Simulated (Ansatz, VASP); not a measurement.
# In2Au: VASP beside Ansatz

One calculation is typed for both programs; each brings its own data sets and cutoff. How far apart do they land?

Program: Ansatz 0.2.0. Level of theory: plane waves, with VASP 6.6.1 beside it; relaxation of cell and atoms at PBEsol. Results are calculated unless marked as measured.

The database entry behind the starting cell differs from later determinations by our own check (0.1 to 0.3 % short, probably kX units), so it need not match the best structure at ambient conditions.

### Step 1. The structure

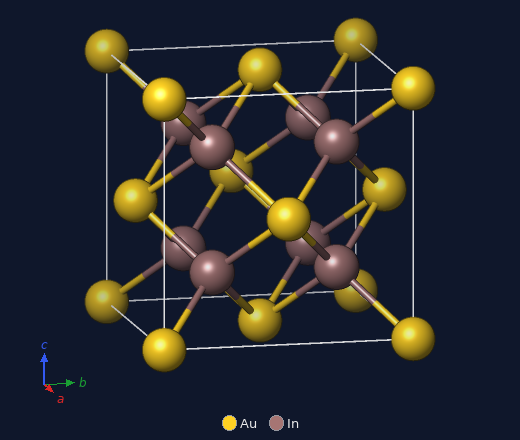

The starting structure, seen slightly off an axis (gold yellow, indium brown). This picture shows the conventional cell, with its axes. Some periodic images of atoms are drawn too.

### Step 2. Ansatz: relaxation of cell and atoms, PBEsol

Ansatz runs on its default PAW (the set named soft_2) files.

The relaxed volume is the usual yardstick between codes: its relative difference is about their pressure difference at one cell divided by the bulk modulus.

The input, input.yaml:

```yaml
crystal:
  lattice:
    - [0.0, 3.2746592041, 3.2746592041]
    - [3.2746592041, 0.0, 3.2746592041]
    - [3.2746592041, 3.2746592041, 0.0]
  atoms:
    - { symbol: Au, position: [0.0, 0.0, 0.0] }
    - { symbol: In, position: [0.75, 0.75, 0.75] }
    - { symbol: In, position: [0.25, 0.25, 0.25] }
hamiltonian:
  xc: pbesol
  pseudopotentials: { kind: paw }
kpoints:
  mp_grid: { grid: [9, 9, 9] }
scf:
  occupations: { method: methfessel_paxton, width: 0.2 }
relax:
  f_tol: 0.01
  max_steps: 60
  cell: { stress_tol: 0.05 }
output:
  forces: true
  stress: true
```

The run is started by

```sh
ansatz run input.yaml --threads 4 --pin off --max-ram 9216MiB --backend cpu --events-out ev --progress --plain --runs-dir out
```

Numbers of over 12 decimals in the logs are rounded to 6 here.

The log of the run:

```text
Engine: ansatz 0.2.0, x86_64-unknown-linux-gnu
Pseudopotentials: kind: paw
Pseudopotential: Au, paw, valence charge 19, recommended cutoff 420 eV (normal), Au.paw.azcp
Pseudopotential: In, paw, valence charge 13, recommended cutoff 420 eV (normal), In.paw.azcp
Functional definition: PBEsol
  exchange = pbesol_x
  correlation = pbesol_c
Crystal: 3 atoms, lattice volume = 70.231 Å³
Basis set: ecut = 420 eV, 1363 PW (Γ), exchange–correlation on 64×64×64 points (8 copies of the dense FFT grid, shifted against one another)
Bands: 27, of which v1, the nominal top of the filled ones, is band 23 counted from 1 (22 counted from 0)
Symmetry: 48 space group operations
Space group: Fm-3m (ITA 225), of the structure as read, at distance tolerance 4.1e-5 Å
k-points: 35 of 729
Non-local potential: Au, projectors of the file, l = 0: 3, l = 1: 2, l = 2: 2, l = 3: 1
Non-local potential: In, projectors of the file, l = 0: 2, l = 1: 2, l = 2: 2, l = 3: 2
PAW form: soft (Blöchl's): semilocal exchange-correlation on the pseudo side does not see the compensation charge
PAW frozen core: Au, regenerated for the run's functional, and the local potential with it (the file was generated under x = pbe(κ = 0.804, μ = 0.219515), c = pbe(β = 0.066725))
PAW frozen core: In, regenerated for the run's functional, and the local potential with it (the file was generated under x = pbe(κ = 0.804, μ = 0.219515), c = pbe(β = 0.066725))
PAW one-centre angular grid: Au, 590 points (default); XC on 64 Gauss nodes
PAW one-centre angular grid: In, 590 points (default); XC on 64 Gauss nodes
Initial density: superposition of atomic densities (neutral atoms: chi_scale 0, normalization atom), corrected by the library's trained network
Initial wavefunctions: pseudopotential atomic-orbital guess
Functional: x = pbesol(κ = 0.804, μ = 0.123457), c = pbesol(β = 0.046)
SCF iter   1: F=—  HF=-24058.670891 eV  |F-HF|=—  |Δ(HF+E_count)|=         —  Δρ=4.09e-3  dr2=9.99e-3  ethr=1.77e-3  ⟨swp⟩=5.4  Hψ=3664  notcnv=0
preconditioner: auto → LDOS  [metal: Δε(μ)=0.089 eV  Ē_g=13.689 eV  σ=0.200 eV  W_gap=0.36  n_scr=14 (ndim 8)  ℏωp=27.0 eV  f_vac=0.047  D(μ)=1.28/eV (n_scr^D=8)  β→1.0]
SCF iter   2: F=—  HF=-24058.671481 eV  |F-HF|=—  |Δ(HF+E_count)|=   5.90e-4  S|Δr|=    0.00e0  Δρ=3.13e-3  dr2=5.88e-3  ethr=2.22e-5  ⟨swp⟩=2.0  Hψ=1869  notcnv=0
SCF iter   3: F=—  HF=-24058.669202 eV  |F-HF|=—  |Δ(HF+E_count)|=   2.28e-3  S|Δr|=    0.00e0  Δρ=4.18e-4  dr2=1.27e-4  ethr=1.31e-5  ⟨swp⟩=2.0  Hψ=1568  notcnv=0
SCF iter   4: F=—  HF=-24058.669191 eV  |F-HF|=—  |Δ(HF+E_count)|=   1.07e-5  S|Δr|=    0.00e0  Δρ=1.00e-4  dr2=6.73e-6  ethr=2.83e-7  ⟨swp⟩=2.0  Hψ=1214  notcnv=0
SCF iter   5: F=—  HF=-24058.669202 eV  |F-HF|=—  |Δ(HF+E_count)|=   1.07e-5  S|Δr|=    0.00e0  Δρ=2.77e-5  dr2=4.53e-7  ethr=1.50e-8  ⟨swp⟩=2.0  Hψ=1571  notcnv=0
SCF iter   6: F=-24058.669202 eV  HF=-24058.669202 eV  |F-HF|=7.97e-10  |Δ(HF+E_count)|=   3.65e-9  S|Δr|=    0.00e0  Δρ=4.64e-6  dr2=1.24e-8  ethr=2.22e-10  ⟨swp⟩=4.1  Hψ=3283  notcnv=0
SCF 1 converged in 6 iterations: F = -24058.669202 eV  dr2 = 1.24e-8
  greatest PAW one-centre occupation: 1.001 electrons in one spin orbital (limit 2), on the Au atom at site 0 (counted from 0), in its partial waves of l = 0
relax step   1: F+E_penalty+E_count = -24058.66920220 eV  Δ(F+E_penalty+E_count) = +0.000e0 eV  max|allowed force component| = 3.701e-17 eV/Å  Δτ_max = 0.0000 Å  P = -0.170 GPa  Ω = 70.231 Å³  (6 SCF iters, dr2 threshold 1.00e-7 eV, accepted)
[...]
relax step   2: F+E_penalty+E_count = -24058.66934422 eV  Δ(F+E_penalty+E_count) = -1.420e-4 eV  max|allowed force component| = 1.380e-16 eV/Å  Δτ_max = 0.0000 Å  P = +0.113 GPa  Ω = 69.939 Å³  energy of the carried Pulay correction = +8.874e-5 eV  (5 SCF iters, dr2 threshold 7.26e-8 eV, accepted)
[...]
relax step   3: F+E_penalty+E_count = -24058.66934965 eV  Δ(F+E_penalty+E_count) = -5.430e-6 eV  max|allowed force component| = 7.710e-17 eV/Å  Δτ_max = 0.0000 Å  P = -0.001 GPa  Ω = 70.055 Å³  energy of the carried Pulay correction = +5.337e-5 eV  (4 SCF iters, dr2 threshold 3.20e-8 eV, accepted)
[...]
relax step   4: F+E_penalty+E_count = -24058.66930872 eV  Δ(F+E_penalty+E_count) = +4.094e-5 eV  max|allowed force component| = 8.558e-17 eV/Å  Δτ_max = 0.0000 Å  P = -0.000 GPa  Ω = 70.055 Å³  stress off target by 3.44e-4 GPa  SCF on the basis re-selected at this cell (its energy is not comparable with the rows above)  (5 SCF iters)
basis re-selected at this cell: Δ(F+E_penalty+E_count) = +4.094e-5 eV, ΔP = +0.000 GPa vs the last step (what re-selecting the basis moved, of the pressure what is left beyond the Pulay correction that the steps carried, after the strain that the cell walked since its last selection, with what the two solves' SCF thresholds leave and, on support functions, any second-order correction that the steps lacked; it is no m [...]
SCF converged after 5 iterations
Stability not checked: this state was not tested for a lower state beside it, because cold or Methfessel-Paxton smearing, or corrected tetrahedra, fill the levels in a way that the test cannot read (fill_not_monotonic; see scf.lower_state_search)
Free energy (F): -24058.669309 eV
Harris-Foulkes:  -24058.669309 eV  (|F-HF|=3.64e-12)
Internal energy: -24058.665743 eV  (E = F + TS)
E sigma→0 (E₀):  -24058.668417 eV
Entropy (-TS):   -0.003565 eV (-1.188 meV/atom)
Fermi energy:    12.578510 eV
--- Per-component energies (eV) ---
  E_band       = -368.141108
  E_kinetic    = 1091.015983
  E_local      = -4715.776384  (includes V_loc(G=0)·N_el)
  E_nonlocal   = 810.907101
  E_hartree    = 1944.106336
  E_xc         = -655.157170
  E_vxc        = -476.476286  (∫ρ·V_xc dr)
  E_paw        = -17731.478830  (= ΣΔE_a)
  E_vpaw       = -966.025523  (= ΣTr[D̂ρ^β])
  E_aug_tail   = 0.001431  (compensation charges beyond the density's cutoff)
  E_ewald      = -4803.065494
  E_core_change = 0.781284  (= ΣΔE_core)
  E_smearing   = -0.003565  (= −TS)
  E_closure    = 0.000000  (closes the sum)
  Σ components = -24058.669309   (vs F -24058.669309, Δ=0.00e0)
--- Forces (eV/Å), atoms counted from 1 ---
  atom   1  Au    -0.00000000     0.00000000    -0.00000000
  atom   2  In    -0.00000000    -0.00000000    -0.00000000
  atom   3  In     0.00000000     0.00000000     0.00000000
  max |Σ_I F_I| component: 3.01e-17 eV/Å
--- Stress (GPa, compression-positive) ---
       -0.000344       0.000000       0.000000
        0.000000      -0.000344       0.000000
        0.000000       0.000000      -0.000344
  P = ⅓ Tr σ = -0.0003 GPa (-0.003 kbar)
--- Relaxed structure (3 steps of the walk, 3 accepted, 1 SCFs on fresh bases) ---
  F+E_penalty+E_count = -24058.66930872 eV   max|allowed force component| = 8.558e-17 eV/Å   (the final SCF, on the basis selected at the relaxed cell)
  cell:  # Å, volume = 70.0552 Å³
    - [0, 3.271926, 3.271926]
    - [3.271926, 0, 3.271926]
    - [3.271926, 3.271926, 0]
  atoms:
    - { symbol: Au, position: [0, 0, 0] }
    - { symbol: In, position: [0.75, 0.75, 0.75] }
    - { symbol: In, position: [0.25, 0.25, 0.25] }
```

The job ended after 4 s (4 threads of AMD EPYC 7R13 (Zen 3), shared host; peak memory 0.48 GiB).

### Step 3. VASP: relaxation of cell and atoms, PBEsol

The same cell, functional, mesh and smearing now go to VASP, with its own data sets and cutoff.

Lines of VASP's logs that name or quote its potential files are left out, and so is its time.

The input, INCAR:

```
SYSTEM = In2Au
PREC = Accurate
ENCUT = 350
EDIFF = 1E-08
NELM = 120
ISMEAR = 1
SIGMA = 0.2
LREAL = .FALSE.
ALGO = Fast
GGA = PS
NBANDS = 14
LORBIT = 11
LWAVE = .FALSE.
LCHARG = .FALSE.
KPAR = 4
IBRION = 1
NSW = 30
ISIF = 3
EDIFFG = -0.002
POTIM = 0.4
```

The input, POSCAR:

```
In2Au
1.0
    0.0000000000      3.2746592041      3.2746592041
    3.2746592041      0.0000000000      3.2746592041
    3.2746592041      3.2746592041      0.0000000000
Au In
1 2
Direct
    0.0000000000      0.0000000000      0.0000000000
    0.7500000000      0.7500000000      0.7500000000
    0.2500000000      0.2500000000      0.2500000000
```

The input, KPOINTS:

```
Automatic mesh
0
Gamma
9 9 9
0 0 0
```

The projector-augmented-wave data sets are Au and In (PBE family, release 64).

The run is started by

```sh
mpirun -np 4 vasp_std
```

The log of the run:

```text
[banner, memory and clock lines left out]
running    4 mpi-ranks, on    1 nodes
 distrk:  each k-point on    1 cores,    4 groups
 distr:  one band on    1 cores,    1 groups

 POSCAR found type information on POSCAR AuIn
 POSCAR found :  2 types and       3 ions
|                                                                             |
|               ----> ADVICE to this user running VASP <----                  |
|                                                                             |
|     You enforced a specific xc type in the INCAR file but a different       |
|     [... a line on the potential file left out ...]
|     I HOPE YOU KNOW WHAT YOU ARE DOING!                                     |
|                                                                             |

 LDA part: xc-table for (Slater+PW92), standard interpolation
 POSCAR, INCAR and KPOINTS ok, starting setup
 FFT: planning ... GRIDC
 FFT: planning ... GRID_SOFT
 FFT: planning ... GRID
 WAVECAR not read
 entering main loop
       N       E                     dE             d eps       ncg     rms          rms(c)
DAV:   1     0.540240339461E+02    0.54024E+02   -0.51622E+03   996   0.693E+02
DAV:   2    -0.970719633266E+01   -0.63731E+02   -0.59281E+02  1190   0.151E+02
DAV:   3    -0.114238043629E+02   -0.17166E+01   -0.16854E+01  1228   0.255E+01
DAV:   4    -0.114349884819E+02   -0.11184E-01   -0.11175E-01  1142   0.223E+00
DAV:   5    -0.114351166019E+02   -0.12812E-03   -0.12812E-03  1204   0.242E-01    0.799E+00
RMM:   6    -0.107660179374E+02    0.66910E+00   -0.27015E+00   980   0.112E+01    0.448E+00
RMM:   7    -0.106993153521E+02    0.66703E-01   -0.10795E-01   980   0.215E+00    0.250E+00
RMM:   8    -0.106689740648E+02    0.30341E-01   -0.40553E-02   980   0.115E+00    0.275E-01
RMM:   9    -0.106682399575E+02    0.73411E-03   -0.90382E-03   980   0.634E-01    0.302E-01
RMM:  10    -0.106684248707E+02   -0.18491E-03   -0.12952E-03   987   0.214E-01    0.202E-01
RMM:  11    -0.106685365402E+02   -0.11167E-03   -0.47642E-04   981   0.129E-01    0.599E-02
RMM:  12    -0.106684858595E+02    0.50681E-04   -0.21791E-04   980   0.978E-02    0.201E-02
RMM:  13    -0.106684865981E+02   -0.73859E-06   -0.28439E-05   997   0.324E-02    0.692E-03
RMM:  14    -0.106684871680E+02   -0.56984E-06   -0.40572E-06   993   0.129E-02    0.558E-03
RMM:  15    -0.106684872231E+02   -0.55113E-07   -0.84753E-07   978   0.557E-03    0.430E-03
RMM:  16    -0.106684869883E+02    0.23473E-06   -0.18763E-07   921   0.275E-03    0.150E-03
RMM:  17    -0.106684870348E+02   -0.46435E-07   -0.43424E-08   764   0.137E-03    0.399E-04
RMM:  18    -0.106684870365E+02   -0.17192E-08   -0.11931E-08   660   0.695E-04
   1 F= -.10668487E+02 E0= -.10667121E+02  d E =-.106685E+02
 BRION: g(F)=  0.191E-46 g(S)=  0.393E-03
 bond charge predicted
       N       E                     dE             d eps       ncg     rms          rms(c)
DAV:   1    -0.106714268942E+02   -0.29399E-02   -0.36891E-02  1082   0.191E+00    0.360E-01
RMM:   2    -0.106687303376E+02    0.26966E-02   -0.92171E-03   980   0.680E-01    0.116E-01
RMM:   3    -0.106686769930E+02    0.53345E-04   -0.29911E-04   980   0.112E-01    0.660E-02
RMM:   4    -0.106686583054E+02    0.18688E-04   -0.92312E-05   980   0.545E-02    0.111E-02
RMM:   5    -0.106686585765E+02   -0.27111E-06   -0.16238E-05   980   0.238E-02    0.118E-02
RMM:   6    -0.106686585019E+02    0.74550E-07   -0.33231E-06   994   0.132E-02    0.257E-03
RMM:   7    -0.106686585483E+02   -0.46343E-07   -0.64211E-07   976   0.475E-03    0.183E-03
RMM:   8    -0.106686584505E+02    0.97810E-07   -0.97318E-08   953   0.234E-03    0.617E-04
RMM:   9    -0.106686585020E+02   -0.51576E-07   -0.27311E-08   719   0.101E-03    0.457E-04
RMM:  10    -0.106686584847E+02    0.17307E-07   -0.44607E-09   541   0.453E-04    0.204E-04
RMM:  11    -0.106686584752E+02    0.95099E-08   -0.11605E-09   474   0.246E-04
   2 F= -.10668658E+02 E0= -.10667236E+02  d E =-.171439E-03
 BRION: g(F)=  0.253E-45 g(S)=  0.134E-04 retain N=  1 mean eig= 0.84
 eig:   0.844
 bond charge predicted
       N       E                     dE             d eps       ncg     rms          rms(c)
DAV:   1    -0.106687314658E+02   -0.72981E-04   -0.89614E-04  1190   0.298E-01    0.566E-02
RMM:   2    -0.106686657827E+02    0.65683E-04   -0.22107E-04   980   0.105E-01    0.184E-02
RMM:   3    -0.106686638922E+02    0.18905E-05   -0.71499E-06   980   0.173E-02    0.106E-02
RMM:   4    -0.106686625087E+02    0.13835E-05   -0.22342E-06   980   0.852E-03    0.176E-03
RMM:   5    -0.106686626009E+02   -0.92222E-07   -0.37789E-07   976   0.362E-03    0.179E-03
RMM:   6    -0.106686625883E+02    0.12571E-07   -0.77985E-08   961   0.200E-03    0.420E-04
RMM:   7    -0.106686625843E+02    0.39809E-08   -0.14568E-08   672   0.734E-04
   3 F= -.10668663E+02 E0= -.10667249E+02  d E =-.410912E-05
 BRION: g(F)=  0.243E-46 g(S)=  0.178E-07 retain N=  1 mean eig= 0.81
 eig:   0.815
 reached required accuracy - stopping structural energy minimisation
```

Parts of OUTCAR (step 3):

```text
ion  position               nearest neighbor table
   1  0.000  0.000  0.000-   2 2.84   2 2.84   2 2.84   3 2.84   3 2.84   3 2.84   3 2.84   2 2.84

  LATTYP: Found a face centered cubic cell.
 ALAT       =     6.5493184082

 Subroutine GETGRP returns: Found 48 space group operations
 (whereof 48 operations were pure point group operations)

The static configuration has the point symmetry O_h .

 Found     35 irreducible k-points:

   k-points           NKPTS =     35   k-points in BZ     NKDIM =     35   number of bands    NBANDS=     14

   dimension x,y,z NGX =    28 NGY =   28 NGZ =   28
   dimension x,y,z NGXF=    56 NGYF=   56 NGZF=   56

   ENCUT  =  350.0 eV  25.72 Ry    5.07 a.u.   7.06  7.06  7.06*2*pi/ulx,y,z

   NELECT =      17.0000    total number of electrons

 k-points in reciprocal lattice and weights: Automatic mesh
   0.00000000  0.00000000  0.00000000       0.001
   0.11111111  0.00000000  0.00000000       0.011
   0.22222222  0.00000000  0.00000000       0.011
   0.33333333  0.00000000  0.00000000       0.011
   0.44444444  0.00000000  0.00000000       0.011
   0.11111111  0.11111111  0.00000000       0.008
   0.22222222  0.11111111  0.00000000       0.033
   0.33333333  0.11111111  0.00000000       0.033
   0.44444444  0.11111111  0.00000000       0.033
[...]
-0.33333333  0.44444444  0.11111111       0.033
  -0.33333333  0.44444444  0.22222222       0.033

 average (electrostatic) potential at core
       1 -68.3950       2 -36.4386       3 -36.4386

 E-fermi :   5.9845

 k-point     1 :       0.0000    0.0000    0.0000
  band No.  band energies     occupation
    ...
      2       0.2859      2.00000
      3       0.2859      2.00000
      4       0.2859      2.00000
      5       1.1161      2.00000
      6       1.1161      2.00000
      7       6.1638     -0.02163
      8       8.9359     -0.00000
      9       8.9359     -0.00000
     10       8.9359     -0.00000
     11       9.5796     -0.00000
    ...

 k-point     2 :       0.1111    0.0000    0.0000
  band No.  band energies     occupation
    ...
      3       0.3236      2.00000
      4       0.3236      2.00000
      5       1.1017      2.00000
      6       1.1017      2.00000
      7       5.8540      1.88432
      8       7.5208     -0.00000
      9       8.3601     -0.00000
     10       8.3601     -0.00000
     11       9.6250     -0.00000
     12       9.9986      0.00000
    ...

 k-point     3 :       0.2222    0.0000    0.0000
  band No.  band energies     occupation
    ...
      3       0.4135      2.00000
      4       0.4135      2.00000
      5       1.0764      2.00000
      6       1.0764      2.00000
      7       4.3118      2.00000
      8       7.1777     -0.00000
      9       7.6441     -0.00000
     10       7.6441     -0.00000
     11       9.5740     -0.00000
     12       9.9829     -0.00000
    ...

  Total       -0.0006791     -0.0006791     -0.0006791      0.0000000     -0.0000000      0.0000000
  in kB       -0.0155425     -0.0155425     -0.0155425      0.0000000     -0.0000000      0.0000000
  external PRESSURE =      -0.0155425 kB  Pullay stress =       0.0000000 kB

  energy-cutoff  :      350.00
  volume of cell :       70.00
      direct lattice vectors                 reciprocal lattice vectors
    -0.000000000  3.271069870  3.271069870    -0.152855188  0.152855188  0.152855188
     3.271069870  0.000000000  3.271069870     0.152855188 -0.152855188  0.152855188
     3.271069870  3.271069870 -0.000000000     0.152855188  0.152855188 -0.152855188

 POSITION                                       TOTAL-FORCE (eV/Angst)
 -----------------------------------------------------------------------------------
      0.00000      0.00000     -0.00000        -0.000000     -0.000000     -0.000000
      4.90660      4.90660      4.90660         0.000000     -0.000000      0.000000
      1.63553      1.63553      1.63553        -0.000000      0.000000     -0.000000
 -----------------------------------------------------------------------------------
    total drift:                               -0.000000     -0.000000      0.000000

  FREE ENERGIE OF THE ION-ELECTRON SYSTEM (eV)
  ---------------------------------------------------
  free  energy   TOTEN  =       -10.6686625843 eV

  energy  without entropy=      -10.6644211593  energy(sigma->0) =      -10.66724878

 reached required accuracy - stopping structural energy minimisation

 total charge
# of ion       s       p       d       tot
------------------------------------------
    1        0.682   0.439   8.644   9.765
    2        1.254   1.221   0.171   2.646
    3        1.254   1.221   0.171   2.646
--------------------------------------------------
tot          3.191   2.880   8.987  15.057

[... 3 further parts left out ...]
```

CONTCAR:

```
In2Au
   1.00000000000000
    -0.0000000000000000    3.2710698699473855    3.2710698699473855
     3.2710698699473855    0.0000000000000000    3.2710698699473855
     3.2710698699473855    3.2710698699473855   -0.0000000000000000
  Au              In
     1     2
Direct
    -0.0000000000000000   -0.0000000000000000    0.0000000000000000
     0.7500000000000000    0.7500000000000000    0.7500000000000000
     0.2500000000000000    0.2500000000000000    0.2500000000000000
```

### Step 4. Differences

Known differences besides the PAW data sets themselves: both relaxations stop at a tolerance, which leaves soft axes loose, and VASP keeps its plane-wave basis; the data sets hold 45 valence electrons in Ansatz (default PAW (the set named soft_2) files) and 17 in VASP; the cutoff is 420 eV in Ansatz and 350 eV in VASP; Ansatz makes its cores anew for this functional, VASP keeps those of its PBE data sets; VASP leaves aspherical gradient terms in its spheres out (LASPH is not set), Ansatz keeps them; Ansatz adds a Pulay correction to the stress that steers its cell, VASP none. Total energies have different zeros and are not compared.

The two programs side by side:

```
                                         quantity  Ansatz   VASP  difference
                                      volume (Å³)   70.06  70.00     +0.08 %
edge a after relaxation, in the typed setting (Å)   4.627  4.626     +0.03 %
```

The walks stopped with 0.00 GPa left in Ansatz and 0.00 GPa in VASP; each walk ends within a tolerance, so the volume difference is uncertain by about these residues over the bulk modulus, most in soft cells.

### Step 5. Summary of results

```
difference in volume (relaxation of cell and atoms, PBEsol) : 0.078 %
```

**Reading.** The difference in volume is 0.078 % (relaxation of cell and atoms, PBEsol), within the 1.2 % picked in this series as the mark of a large difference, as far as the stopping tolerances let one tell. How closely two codes agree says nothing of how well the functional describes the real material.

[Lines on the potential files, build, host, timing and source positions are cut from VASP's logs without a mark.]

[Logs are printed without paths, hosts, clocks, repeated set-up lines and the standing remarks that a program may print on its own settings, such as how far it seeks lower states.]

[Hosts, paths, dates, database ids (printed as entryN), source tags and the programs' standing remarks are cut or masked in the printed files.]
